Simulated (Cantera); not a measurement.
Input: 1 mol Si3H8, 910 mol H2, 1.1 mol HCl, held at 10.0 mbar.

Cantera equilibrium calculation (NASA polynomials, part measured and part estimated; ideal gas, pure solids and liquids). Candidate condensed phases: Si; 19 gas species. The feed counts by its element totals alone. Gases not in the tables: Si2H6 and higher silanes. Rates play no part.

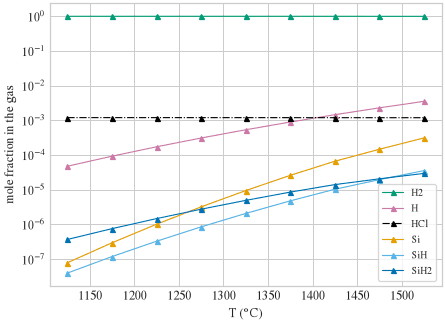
Figure: Equilibrium gas composition (values under 1e-9 drawn at 1e-9)

Question: Read off the mole fractions at 1275 °C.

Answer: H2 about 1.00, HCl about 0.0012, H about 0.00031, Si about 3.2e-6, SiH2 about 2.7e-6, SiH about 8.4e-7.
